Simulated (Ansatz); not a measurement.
**AlBH4Te (SMILES B[Te][AlH2]): functionals against CCSD(T) at one geometry**

A test off equilibrium: a structure displaced at random from a GFN2-xTB minimum is computed at several levels, and each is set against CCSD(T).

The runs use Ansatz 0.2.0, Gaussian basis; single points in def2-TZVPP.

Correlated methods freeze the cores. Filled d shells of the heavier atoms are correlated. Core potentials replace the inner electrons past krypton, and spin-orbit coupling is left out.

### Step 1. The system as given

SMILES `B[Te][AlH2]`, 7 atoms, charge 0, spin multiplicity 1.

Atoms are counted from 1 here; the program's logs count them from 0.

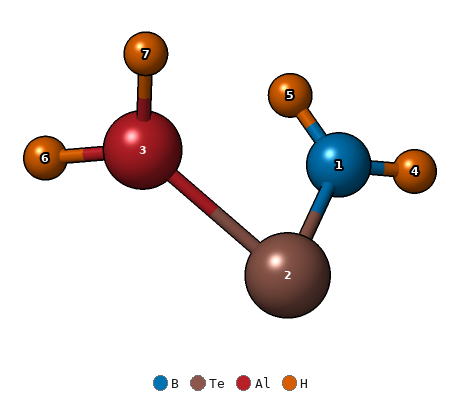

As it starts; boron blue, tellurium brown, aluminium red, hydrogen orange; atoms are numbered from 1 in the order of the file.

As a file:

| atom | x (Å) | y (Å) | z (Å) |
| --- | --- | --- | --- |
| B1 | -1.25370 | -0.65490 | -0.57470 |
| Te2 | -0.28990 | 0.90280 | -1.62850 |
| Al3 | 1.21520 | 0.67510 | 0.43720 |
| H4 | -2.20580 | -1.15220 | -0.97350 |
| H5 | -0.82810 | -1.00630 | 0.43540 |
| H6 | 2.52670 | -0.11770 | 0.50270 |
| H7 | 0.85600 | 1.34310 | 1.79850 |

### Step 2. CCSD(T)/def2-TZVPP

Contents of run/in.yaml:

```yaml
crystal:
  periodic: [false, false, false]
  atoms:
    - {symbol: B, position_ang: [-1.253700, -0.654900, -0.574700]}
    - {symbol: Te, position_ang: [-0.289900, 0.902800, -1.628500]}
    - {symbol: Al, position_ang: [1.215200, 0.675100, 0.437200]}
    - {symbol: H, position_ang: [-2.205800, -1.152200, -0.973500]}
    - {symbol: H, position_ang: [-0.828100, -1.006300, 0.435400]}
    - {symbol: H, position_ang: [2.526700, -0.117700, 0.502700]}
    - {symbol: H, position_ang: [0.856000, 1.343100, 1.798500]}
basis:
  gaussian: {orbitals: def2-TZVPP}
correlation: {method: ccsd_t}
output: {forces: true}
```

The command line of these runs was not kept.

### Step 3. PBE0-D4/def2-TZVPP

run/in.yaml, as its differences from that of step 2:

```diff
@@ -12,3 +12,3 @@
   gaussian: {orbitals: def2-TZVPP}
-correlation: {method: ccsd_t}
-output: {forces: true}
+hamiltonian: {xc: pbe0, dispersion: d4}
+output: {forces: true, orbitals: {seedname: orbitals}}
```

### Step 4. wB97M-V/def2-TZVPP

run/in.yaml, as its differences from that of step 3:

```diff
@@ -12,3 +12,3 @@
   gaussian: {orbitals: def2-TZVPP}
-hamiltonian: {xc: pbe0, dispersion: d4}
-output: {forces: true, orbitals: {seedname: orbitals}}
+hamiltonian: {xc: {name: wB97M-V}}
+output: {forces: true}
```

### Step 5. r2SCAN-D4/def2-TZVPP

run/in.yaml, as its differences from that of step 4:

```diff
@@ -12,3 +12,3 @@
   gaussian: {orbitals: def2-TZVPP}
-hamiltonian: {xc: {name: wB97M-V}}
+hamiltonian: {xc: r2scan, dispersion: d4}
 output: {forces: true}
```

### Step 6. PBE-D4/def2-TZVPP

run/in.yaml, as its differences from that of step 5:

```diff
@@ -12,3 +12,3 @@
   gaussian: {orbitals: def2-TZVPP}
-hamiltonian: {xc: r2scan, dispersion: d4}
+hamiltonian: {xc: pbe, dispersion: d4}
 output: {forces: true}
```

### Step 7. revPBE-D4/def2-TZVPP

run/in.yaml, as its differences from that of step 6:

```diff
@@ -12,3 +12,3 @@
   gaussian: {orbitals: def2-TZVPP}
-hamiltonian: {xc: pbe, dispersion: d4}
+hamiltonian: {xc: {name: revPBE}, dispersion: d4}
 output: {forces: true}
```

### Step 8. r2SCAN0-D4/def2-TZVPP

run/in.yaml, as its differences from that of step 7:

```diff
@@ -12,3 +12,3 @@
   gaussian: {orbitals: def2-TZVPP}
-hamiltonian: {xc: {name: revPBE}, dispersion: d4}
+hamiltonian: {xc: {name: r2SCAN0}, dispersion: d4}
 output: {forces: true}
```

(Steps that only read results are left out.)

**Question.** What will these runs give? Wanted: energy less free atoms, CCSD(T)/def2-TZVPP; RMS force component; RMS force error; HOMO and LUMO, PBE0-D4; T1 diagnostic.

The runs gave:

| quantity | value |
| --- | --- |
| energy less free atoms, CCSD(T)/def2-TZVPP | -19.241 eV |
| RMS force component | 0.472 to 0.587 eV/Å over the methods |
| RMS force error | PBE0-D4 0.045, wB97M-V 0.065, r2SCAN-D4 0.034, PBE-D4 0.103, revPBE-D4 0.126, r2SCAN0-D4 0.047 eV/Å |
| HOMO and LUMO, PBE0-D4 | -7.16 and -1.95 eV |
| T1 diagnostic | 0.016 |

**Reading.** Against CCSD(T) the functionals' energies less atoms differ by -0.589 to -0.075 eV, PBE-D4 by -0.443 eV. CCSD(T) in triple zeta still lacks some correlation energy of the bonds, so part of these gaps is its own basis error and they don't rank the functionals. On forces the order runs from r2SCAN-D4 to revPBE-D4. Frozen-core CCSD(T) forces in triple zeta carry basis errors of their own, and this is one geometry, so small gaps rank nothing.
